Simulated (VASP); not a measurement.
Band structure of BN (zinc blende). Method: modified Becke-Johnson potential (mBJ), VASP's PBE PAW potentials (set 64) (plane waves; VASP).

mBJ is a potential without an energy functional, so only the levels count.

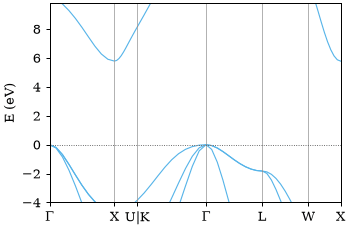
Figure. Bands along high-symmetry lines, zero at the valence-band maximum or, without a gap, the Fermi level

### Question
Read the plot: is there a gap, and where are the band edges?

### Answer
The gap is indirect, 5.79 eV, from the valence maximum at Γ to the conduction minimum at X.

Measured: gap 6.20 eV at 300 K (computed value off by -0.41 eV), as given by arXiv:1206.3780.

The compound is BN in the zinc blende structure. It was relaxed first. The cell's shape comes from a PBE relaxation.
